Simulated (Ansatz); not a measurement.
# SiH3S3Cl: geometry relaxation

System: SiH3S3Cl.
Method: RKS PBE0-D4/def2-TZVP (Ansatz 0.2.0).

The geometry: GFN2-xTB start. Figures and captions count atoms from 1; the log counts them from 0 in places.

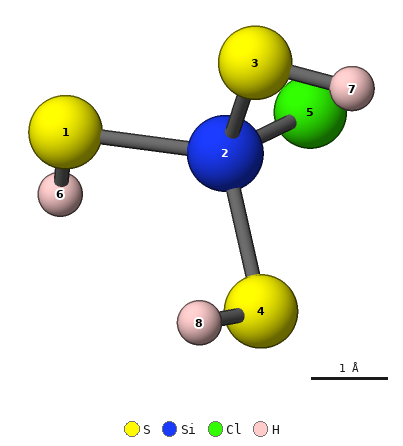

Figure 1. The starting structure (ball-and-stick view, seen at a tilt; atoms are numbered from 1 in the order of the input). Bond lengths as drawn: Cl–Si 2.02 Å, H–S 1.33 Å and S–Si 2.15 to 2.17 Å.

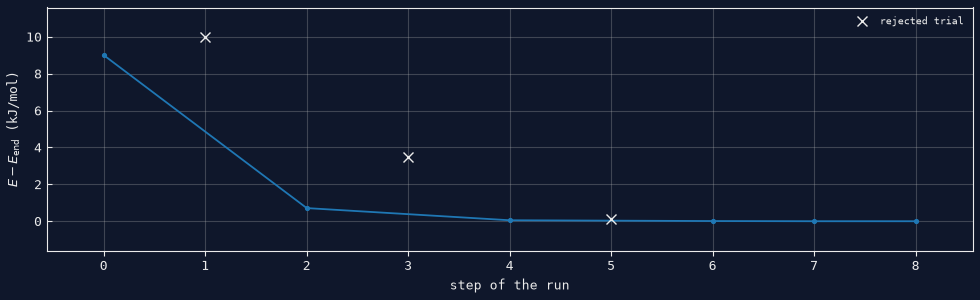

Figure 2. Progress of the relaxation, step by step (the first geometry is step 0 here and step 1 in the log).

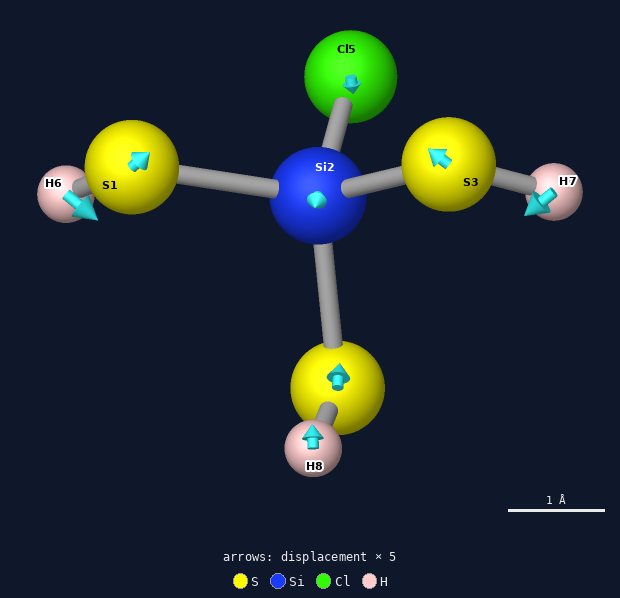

Figure 3. The starting structure with the displacements as teal arrows, magnified 5 times (ball-and-stick view, seen at a tilt). The two geometries are laid on each other by the best rigid fit. Over 8 geometry steps the energy falls by 9.01 kJ/mol. The largest force component goes from 0.85 to 0.0009 eV/Å. The line search rejected the trial steps at points 1, 3, 5 (counted from 0) and went back. H6 moves most after the best rigid fit: 0.088 Å. Largest moves by element: H 0.088 Å, S 0.061 Å, Si 0.044 Å, Cl 0.040 Å. Among the contacts that change: Si2–S4 2.167 → 2.122 Å, S1–Si2 2.155 → 2.119 Å, Si2–Cl5 2.018 → 2.052 Å, S4–H8 1.326 → 1.345 Å. Among the angles that change: S4–Si2–Cl5 105.6° → 102.0°, S1–Si2–S4 111.3° → 114.3°, Si2–S4–H8 96.0° → 93.2°. (Atoms are counted from 1 in the order of the input.)

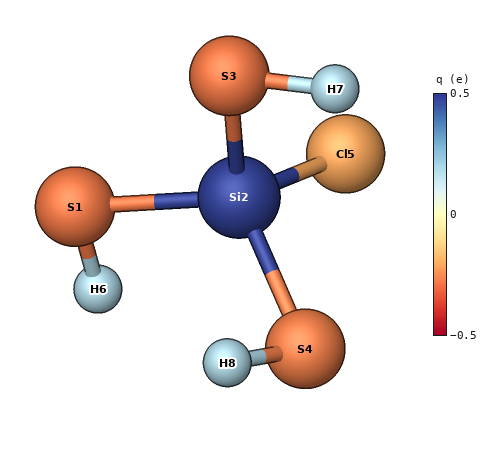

Figure 4. Mulliken charges, as the colour of each atom (ball-and-stick view, seen at a tilt; atoms are numbered from 1 in the order of the input; Mulliken charges depend strongly on the basis). By element: S −0.27 to −0.26, Si +0.47, Cl −0.21 and H +0.18 e.

The input that produced these results follows, with the program's output.

## Input file
```yaml
crystal:
  periodic: [false, false, false]
  atoms:
    - {symbol: S, position_ang: [-1.136080, 1.393600, 1.163690]}
    - {symbol: Si, position_ang: [0.152860, 0.297440, -0.170510]}
    - {symbol: S, position_ang: [1.847330, -0.208850, 1.060500]}
    - {symbol: S, position_ang: [-0.824390, -1.483750, -0.925560]}
    - {symbol: Cl, position_ang: [0.668060, 1.366420, -1.802740]}
    - {symbol: H, position_ang: [-2.111080, 1.570860, 0.282470]}
    - {symbol: H, position_ang: [2.475220, -0.915260, 0.130480]}
    - {symbol: H, position_ang: [-1.071930, -2.020460, 0.261660]}
basis:
  gaussian: {orbitals: def2-TZVP}
hamiltonian: {xc: pbe0, dispersion: d4}
relax: {f_tol: 0.005, max_steps: 150}
```

Run as:
```bash
ansatz run in.yaml --threads 4 --pin off --events-out ev --progress --plain --max-ram 10444MiB
```

## Log
```
Functional definition: PBE0
  name "PBE0"
  cite "Adamo & Barone, J. Chem. Phys. 110, 6158 (1999) doi:10.1063/1.478522"
  cite "Perdew, Burke & Ernzerhof, Phys. Rev. Lett. 77, 3865 (1996) doi:10.1103/PhysRevLett.77.3865"
  parent pbe
  parameter a = 0.25
  parameter kappa = 0.804
  parameter beta = 0.06672455060314922
  exchange = (1 - a)*pbe_x(kappa = kappa, mu = beta*pi^2/3) + a*exact_x
  correlation = pbe_c(beta = beta)
1481 factors; their error is unknown
mean field evaluation 1: about -52941.1701 eV, gradient 2.1e1 eV
mean field evaluation 2: about -52941.6358 eV, gradient 1.9e1 eV
mean field evaluation 4: about -52942.3163 eV, gradient 1.3e0 eV
mean field evaluation 8: about -52942.4617 eV, gradient 1.9e-1 eV
mean field evaluation 16: about -52942.4618 eV, gradient 2.7e-5 eV
mean field -52942.46175283 eV, -1945.5995837272 hartree, gradient 2.7e-5 eV, S^2 0.000000; 0 other end points of the search recorded, 0 dependent functions left out
the calculation of the forces begins
reference -52942.46178177 eV, -1945.5995847907 hartree; 41, 41 occupied and 162, 162 virtual orbitals, 1481 factors
relax step   1: F+E_penalty+E_count = -52942.77186398 eV  Δ(F+E_penalty+E_count) = +0.000e0 eV  max|allowed force component| = 8.549e-1 eV/Å  Δτ_max = 0.0000 Å  (25 SCF iters, accepted)
these checks for a lower state are left out or cut short: starts, cluster_reference, orbital_swaps, neighbouring_geometries, increment
1481 factors; their error is unknown
mean field -52942.44648473 eV, -1945.5990226345 hartree, gradient 1.6e-5 eV, S^2 0.000000; 0 other end points of the search recorded, 0 dependent functions left out
the calculation of the forces begins
reference -52942.44651364 eV, -1945.5990236970 hartree; 41, 41 occupied and 162, 162 virtual orbitals, 1481 factors
relax step   2: F+E_penalty+E_count = -52942.76163380 eV  Δ(F+E_penalty+E_count) = +1.023e-2 eV  max|allowed force component| = 6.600e-1 eV/Å  Δτ_max = 0.1915 Å  (28 SCF iters, rejected (line search))
these checks for a lower state are left out or cut short: starts, cluster_reference, orbital_swaps, neighbouring_geometries, increment
1481 factors; their error is unknown
mean field -52942.54456245 eV, -1945.6026269244 hartree, gradient 1.2e-5 eV, S^2 0.000000; 0 other end points of the search recorded, 0 dependent functions left out
the calculation of the forces begins
reference -52942.54459135 eV, -1945.6026279864 hartree; 41, 41 occupied and 162, 162 virtual orbitals, 1481 factors
relax step   3: F+E_penalty+E_count = -52942.85780455 eV  Δ(F+E_penalty+E_count) = -8.594e-2 eV  max|allowed force component| = 2.851e-1 eV/Å  Δτ_max = 0.0930 Å  (28 SCF iters, accepted)
these checks for a lower state are left out or cut short: starts, cluster_reference, orbital_swaps, neighbouring_geometries, increment
1481 factors; their error is unknown
mean field evaluation 32: about -52942.3748 eV, gradient 1.0e-1 eV
mean field -52942.51417413 eV, -1945.6015101744 hartree, gradient 1.1e-5 eV, S^2 0.000000; 0 other end points of the search recorded, 0 dependent functions left out
the calculation of the forces begins
reference -52942.51420288 eV, -1945.6015112307 hartree; 41, 41 occupied and 162, 162 virtual orbitals, 1481 factors
relax step   4: F+E_penalty+E_count = -52942.82923725 eV  Δ(F+E_penalty+E_count) = +2.857e-2 eV  max|allowed force component| = 5.174e-1 eV/Å  Δτ_max = 0.0768 Å  (30 SCF iters, rejected (line search))
these checks for a lower state are left out or cut short: starts, cluster_reference, orbital_swaps, neighbouring_geometries, increment
1481 factors; their error is unknown
mean field -52942.55080266 eV, -1945.6028562480 hartree, gradient 6.6e-6 eV, S^2 0.000000; 0 other end points of the search recorded, 0 dependent functions left out
the calculation of the forces begins
reference -52942.55083150 eV, -1945.6028573077 hartree; 41, 41 occupied and 162, 162 virtual orbitals, 1481 factors
relax step   5: F+E_penalty+E_count = -52942.86464497 eV  Δ(F+E_penalty+E_count) = -6.840e-3 eV  max|allowed force component| = 4.255e-2 eV/Å  Δτ_max = 0.0384 Å  (30 SCF iters, accepted)
these checks for a lower state are left out or cut short: starts, cluster_reference, orbital_swaps, neighbouring_geometries, increment
1481 factors; their error is unknown
mean field -52942.55049299 eV, -1945.6028448679 hartree, gradient 6.5e-6 eV, S^2 0.000000; 0 other end points of the search recorded, 0 dependent functions left out
the calculation of the forces begins
reference -52942.55052184 eV, -1945.6028459281 hartree; 41, 41 occupied and 162, 162 virtual orbitals, 1481 factors
relax step   6: F+E_penalty+E_count = -52942.86414441 eV  Δ(F+E_penalty+E_count) = +5.006e-4 eV  max|allowed force component| = 5.785e-2 eV/Å  Δτ_max = 0.0233 Å  (30 SCF iters, rejected (line search))
these checks for a lower state are left out or cut short: starts, cluster_reference, orbital_swaps, neighbouring_geometries, increment
1481 factors; their error is unknown
mean field -52942.55134515 eV, -1945.6028761840 hartree, gradient 6.4e-6 eV, S^2 0.000000; 0 other end points of the search recorded, 0 dependent functions left out
the calculation of the forces begins
reference -52942.55137400 eV, -1945.6028772441 hartree; 41, 41 occupied and 162, 162 virtual orbitals, 1481 factors
relax step   7: F+E_penalty+E_count = -52942.86508671 eV  Δ(F+E_penalty+E_count) = -4.417e-4 eV  max|allowed force component| = 8.031e-3 eV/Å  Δτ_max = 0.0113 Å  (30 SCF iters, accepted)
these checks for a lower state are left out or cut short: starts, cluster_reference, orbital_swaps, neighbouring_geometries, increment
1481 factors; their error is unknown
mean field evaluation 64: about -52942.5515 eV, gradient 2.7e-5 eV
mean field -52942.55148762 eV, -1945.6028814197 hartree, gradient 2.7e-5 eV, S^2 0.000000; 0 other end points of the search recorded, 0 dependent functions left out
the calculation of the forces begins
reference -52942.55151646 eV, -1945.6028824795 hartree; 41, 41 occupied and 162, 162 virtual orbitals, 1481 factors
relax step   8: F+E_penalty+E_count = -52942.86518864 eV  Δ(F+E_penalty+E_count) = -1.019e-4 eV  max|allowed force component| = 1.478e-3 eV/Å  Δτ_max = 0.0124 Å  (28 SCF iters, accepted)
these checks for a lower state are left out or cut short: starts, cluster_reference, orbital_swaps, neighbouring_geometries, increment
1481 factors; their error is unknown
mean field -52942.55149652 eV, -1945.6028817470 hartree, gradient 1.7e-5 eV, S^2 0.000000; 0 other end points of the search recorded, 0 dependent functions left out
the calculation of the forces begins
reference -52942.55152536 eV, -1945.6028828067 hartree; 41, 41 occupied and 162, 162 virtual orbitals, 1481 factors
relax step   9: F+E_penalty+E_count = -52942.86519604 eV  Δ(F+E_penalty+E_count) = -7.396e-6 eV  max|allowed force component| = 8.985e-4 eV/Å  Δτ_max = 0.0051 Å  (22 SCF iters, accepted)
1481 factors; their error is unknown
mean field -52942.55149652 eV, -1945.6028817470 hartree, gradient 1.7e-5 eV, S^2 0.000000; 1 other end points of the search recorded, 0 dependent functions left out
the calculation of the forces begins
reference -52942.55152536 eV, -1945.6028828067 hartree; 41, 41 occupied and 162, 162 virtual orbitals, 1481 factors
Total energy: -52942.86522488 eV, -1945.6144110513 hartree
Atom 0 at    -1.083169     1.401412     1.176598 Å, force    -0.000128     0.000629     0.000427 eV/Å
Atom 1 at     0.143098     0.274608    -0.134231 Å, force    -0.000835    -0.000898     0.000505 eV/Å
Atom 2 at     1.827759    -0.160269     1.076012 Å, force    -0.000137    -0.000115    -0.000667 eV/Å
Atom 3 at    -0.802950    -1.436890    -0.957879 Å, force     0.000730     0.000232    -0.000718 eV/Å
Atom 4 at     0.651978     1.333227    -1.816257 Å, force    -0.000264    -0.000046     0.000035 eV/Å
Atom 5 at    -2.078378     1.489764     0.276963 Å, force     0.000039     0.000128    -0.000202 eV/Å
Atom 6 at     2.393194    -0.928375     0.128456 Å, force     0.000203    -0.000325     0.000283 eV/Å
Atom 7 at    -1.051543    -1.973476     0.250328 Å, force     0.000394     0.000396     0.000338 eV/Å
Dipole moment:    -0.116175    -0.218600     0.043196 e Å
```

## Trajectory as extended XYZ (Å, eV, eV/Å), 9 frames, from step=1 to step=9
```
8
Properties=species:S:1:pos:R:3:forces:R:3 step=1 energy=-52942.77186
S    -1.1361    1.3936    1.1637    0.7918  -0.2014   0.2230
Si    0.1529    0.2974   -0.1705   -0.4188  -0.8480   0.8549
S     1.8473   -0.2089    1.0605   -0.5850   0.5574   0.2739
S    -0.8244   -1.4837   -0.9256    0.3298   0.6624  -0.6066
Cl    0.6681    1.3664   -1.8027    0.0659   0.1489  -0.3905
H    -2.1111    1.5709    0.2825   -0.2778  -0.0352  -0.4275
H     2.4752   -0.9153    0.1305    0.0961  -0.2479  -0.4412
H    -1.0719   -2.0205    0.2617   -0.0021  -0.0362   0.5140
8
Properties=species:S:1:pos:R:3:forces:R:3 step=2 energy=-52942.76163 accepted=F
S    -1.0674    1.3869    1.2158   -0.1121  -0.2299  -0.5732
Si    0.1355    0.2613   -0.1350    0.0175   0.0191   0.3031
S     1.8092   -0.1542    1.1161   -0.1629  -0.2180  -0.5853
S    -0.8109   -1.4508   -1.0053    0.2338   0.3869   0.6600
Cl    0.6365    1.3083   -1.8136    0.1209   0.2351  -0.1142
H    -2.0053    1.4180    0.2475   -0.1635   0.1822   0.2178
H     2.2853   -0.9114    0.1063    0.2542  -0.0351   0.2149
H    -0.9830   -1.8583    0.2680   -0.1878  -0.3403  -0.1231
8
Properties=species:S:1:pos:R:3:forces:R:3 step=3 energy=-52942.85780
S    -1.0973    1.3920    1.1793    0.1895  -0.0862  -0.0632
Si    0.1448    0.2802   -0.1472   -0.0981  -0.2013   0.2682
S     1.8270   -0.1762    1.0779   -0.1772   0.1103  -0.0590
S    -0.8098   -1.4530   -0.9550    0.1507   0.2851  -0.0702
Cl    0.6581    1.3489   -1.8103    0.0187   0.0418  -0.0891
H    -2.0744    1.4890    0.2672   -0.1046   0.0205  -0.0638
H     2.3840   -0.9306    0.1203    0.0688  -0.0730  -0.0628
H    -1.0325   -1.9503    0.2678   -0.0478  -0.0972   0.1400
8
Properties=species:S:1:pos:R:3:forces:R:3 step=4 energy=-52942.82924 accepted=F
S    -1.0664    1.4422    1.1391   -0.2502   0.0930   0.4036
Si    0.1322    0.2547   -0.1087    0.1938   0.3933  -0.5174
S     1.8518   -0.1183    1.0339    0.2469  -0.1686   0.3996
S    -0.7956   -1.4293   -0.9562   -0.1430  -0.2606  -0.0512
Cl    0.6598    1.3490   -1.7698   -0.0496  -0.0685  -0.1555
H    -2.1039    1.4619    0.2836    0.0660  -0.0229  -0.0382
H     2.3786   -0.9721    0.1382   -0.0591   0.0423  -0.0349
H    -1.0564   -1.9881    0.2400   -0.0048  -0.0081  -0.0061
8
Properties=species:S:1:pos:R:3:forces:R:3 step=5 energy=-52942.86465
S    -1.0874    1.3904    1.1775    0.0319  -0.0063   0.0144
Si    0.1480    0.2741   -0.1346   -0.0231  -0.0348   0.0426
S     1.8344   -0.1618    1.0752   -0.0216   0.0288  -0.0041
S    -0.7961   -1.4402   -0.9567    0.0076   0.0232  -0.0082
Cl    0.6437    1.3388   -1.8133    0.0292   0.0213  -0.0332
H    -2.0725    1.4802    0.2685   -0.0279   0.0083  -0.0140
H     2.3989   -0.9291    0.1275    0.0070  -0.0138  -0.0129
H    -1.0690   -1.9524    0.2558   -0.0031  -0.0267   0.0154
8
Properties=species:S:1:pos:R:3:forces:R:3 step=6 energy=-52942.86414 accepted=F
S    -1.0803    1.3973    1.1787   -0.0249  -0.0141  -0.0213
Si    0.1407    0.2693   -0.1358    0.0512   0.0579   0.0177
S     1.8362   -0.1409    1.0686   -0.0128  -0.0519   0.0011
S    -0.8087   -1.4390   -0.9608    0.0173  -0.0024   0.0167
Cl    0.6549    1.3359   -1.8114   -0.0264  -0.0123  -0.0250
H    -2.0739    1.4841    0.2766   -0.0044   0.0114   0.0147
H     2.3936   -0.9335    0.1362    0.0001   0.0081   0.0025
H    -1.0626   -1.9733    0.2477   -0.0001   0.0034  -0.0064
8
Properties=species:S:1:pos:R:3:forces:R:3 step=7 energy=-52942.86509
S    -1.0860    1.3924    1.1782    0.0066   0.0015   0.0017
Si    0.1458    0.2734   -0.1343   -0.0012   0.0080  -0.0018
S     1.8336   -0.1566    1.0736   -0.0039   0.0039   0.0007
S    -0.7983   -1.4392   -0.9571    0.0005  -0.0001  -0.0043
Cl    0.6485    1.3374   -1.8153    0.0010  -0.0073   0.0062
H    -2.0749    1.4857    0.2724   -0.0057   0.0032  -0.0003
H     2.3960   -0.9306    0.1293    0.0000  -0.0026  -0.0027
H    -1.0646   -1.9625    0.2532    0.0028  -0.0067   0.0005
8
Properties=species:S:1:pos:R:3:forces:R:3 step=8 energy=-52942.86519
S    -1.0837    1.3995    1.1772    0.0006   0.0004  -0.0004
Si    0.1436    0.2741   -0.1340   -0.0003  -0.0006  -0.0013
S     1.8292   -0.1593    1.0756   -0.0006  -0.0001   0.0006
S    -0.8018   -1.4376   -0.9579    0.0001   0.0012   0.0002
Cl    0.6516    1.3332   -1.8160    0.0001   0.0005   0.0001
H    -2.0777    1.4888    0.2763   -0.0005   0.0005   0.0003
H     2.3947   -0.9277    0.1283   -0.0006  -0.0004   0.0000
H    -1.0559   -1.9710    0.2505    0.0012  -0.0015   0.0006
8
Properties=species:S:1:pos:R:3:forces:R:3 step=9 energy=-52942.86520
S    -1.0832    1.4014    1.1766   -0.0001   0.0006   0.0004
Si    0.1431    0.2746   -0.1342   -0.0008  -0.0009   0.0005
S     1.8278   -0.1603    1.0760   -0.0001  -0.0001  -0.0007
S    -0.8030   -1.4369   -0.9579    0.0007   0.0002  -0.0007
Cl    0.6520    1.3332   -1.8163   -0.0003   0.0000   0.0000
H    -2.0784    1.4898    0.2770    0.0000   0.0001  -0.0002
H     2.3932   -0.9284    0.1285    0.0002  -0.0003   0.0003
H    -1.0515   -1.9735    0.2503    0.0004   0.0004   0.0003
```

## Results in brief

| quantity | value |
| --- | --- |
| outcome | converged |
| total energy | −52942.8652 eV |
| mean-field energy | −52942.5515 eV |
| dispersion energy | −0.3137 eV |
| SCF solution under orbital rotations | stable |
| largest force (length of the vector) at the end | 0.001 eV/Å |
| dipole moment | 1.21 D |
| hardware | 4 threads of Arm Neoverse V1, 23 GiB of memory available, shared host |
| wall time | 42 s (CPU time 2.7 min) |
| peak memory | 0.7 GiB |
